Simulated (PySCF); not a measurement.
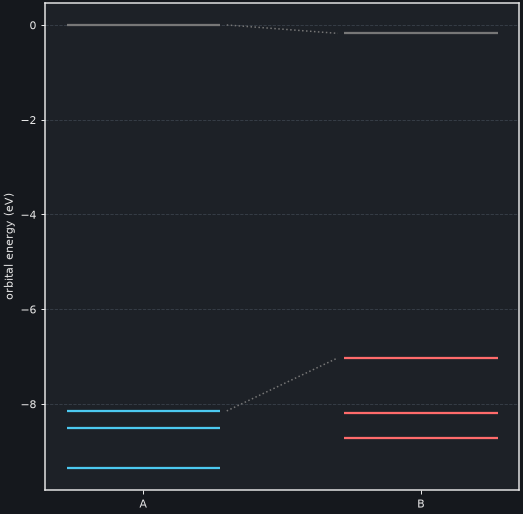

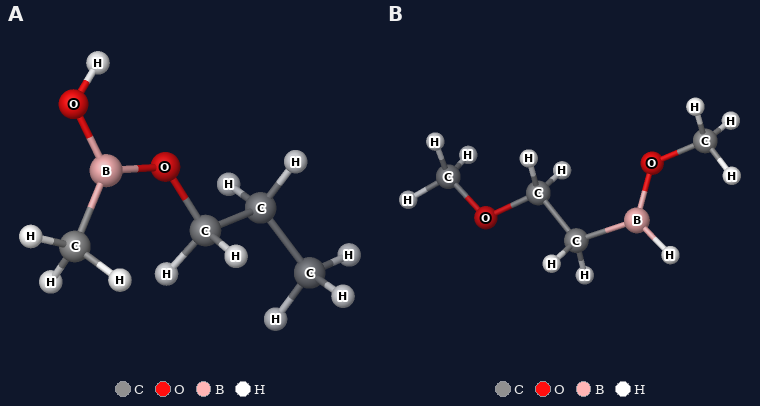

Related molecules: A is C₄H₁₁BO₂, SMILES CCCOB(C)O; B is C₄H₁₁BO₂, SMILES COBCCOC. Frontier orbital energies, B3LYP/def2-SVPD with PySCF, at a PBE0-D3(BJ)/def2-SVP geometry (no frequency check); drawn are at most three filled levels and, in grey, the LUMO with any level within 0.03 eV of it; dotted lines join the HOMOs and the LUMOs.

What does the change do to the frontier levels?

From A to B the HOMO rises by 1.12 eV and the LUMO falls by 0.18 eV, so the separation goes from 8.15 to 6.85 eV.

Does the ΔSCF ionisation energy follow the HOMO?

A: −ε(HOMO) 8.15, ΔSCF 10.41 eV; B: −ε(HOMO) 7.03, ΔSCF 9.46 eV.

Caveats, for all or some of the runs: empty levels above zero depend strongly on the basis; one conformer of a flexible molecule.
